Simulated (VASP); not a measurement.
Band structure of Zn (space group P6_3/mmc). All values below come from PBE GGA, VASP's PBE PAW potentials (set 64) (plane waves; VASP).

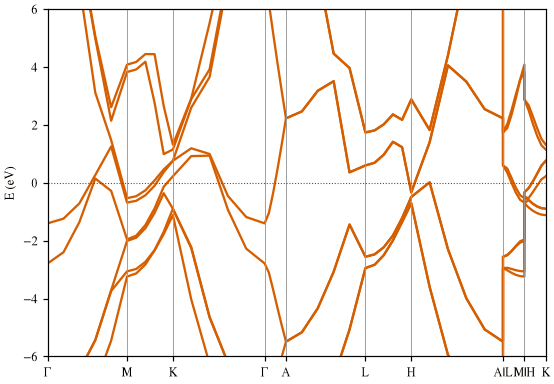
Fig. 1. Bands along high-symmetry lines, zero at the valence-band maximum or, without a gap, the Fermi level

### Question
Read the plot: is there a gap, and where are the band edges?

### Answer
It has no gap at this level: it comes out as a metal or semimetal.

The structure was generated: Zn was put into an ordered model structure, which need not be its known phase. The cell was not relaxed at this level.
